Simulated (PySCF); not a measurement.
System: C4H8AsBO.

Input file:

```
{"job": {"kind": "uv", "xc": "CAM-B3LYP", "basis": "def2-SVPD", "nstates": 8, "ntriplets": 3}, "charge": 0, "multiplicity": 1}
C     -1.648634     1.734025     0.411194
C     -1.661596     0.563270     0.157978
C     -1.589040    -0.846367    -0.166848
C     -0.152743    -1.238581    -0.544338
O      0.689067    -1.212005     0.579598
B      1.458415    -0.207621     0.973130
As     1.718599     1.615296     0.108843
H     -1.695544     2.758412     0.639928
H     -2.252863    -1.063528    -1.007959
H     -1.907062    -1.437221     0.696588
H      0.218625    -0.556247    -1.324559
H     -0.143757    -2.265364    -0.928202
H      2.024039    -0.443074     1.983159
H      3.216723     1.489747     0.136550
H      1.721355     1.117249    -1.316271
```

Command:

```sh
OMP_NUM_THREADS=1 python probes_run.py task.json out
```

Geometry: GFN2-xTB.

Method: PySCF, CAM-B3LYP/def2-SVPD, SCF density, gas phase.

> Predict the electron density and electron localisation function between the atoms.

C–C (1.20 Å): the density is about 2.7 e/Å³ at the midpoint; the ELF peaks at about 0.80 between the atoms; a short, multiple covalent bond.
B–O (1.32 Å): the density is about 2.3 e/Å³ at the midpoint; the ELF peaks at about 0.90 between the atoms; a short, strongly polar bond.
C–O (1.40 Å): ρ is about 2.1 e/Å³ halfway, with its minimum of 1.7 e/Å³ about 0.5 Å from C; the ELF peaks at about 0.90 between the atoms (a polar covalent bond).

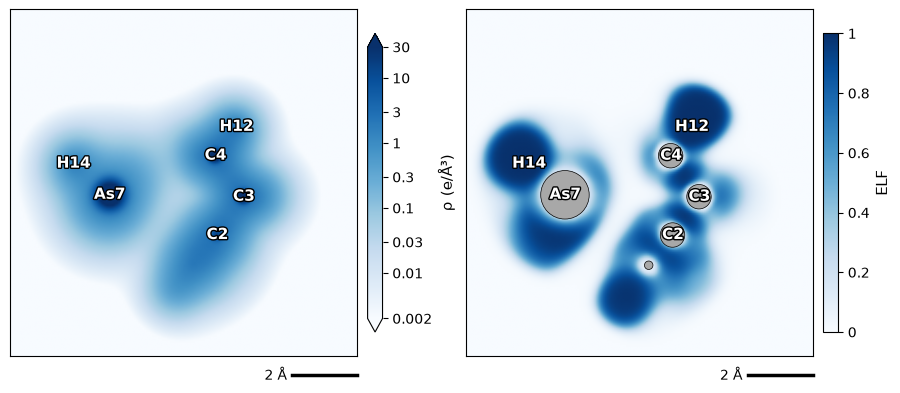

Computed electron density and electron localisation function on the plane of atoms C3, C4 and H12, in this order. Grey discs cover the atomic cores in the ELF map. 
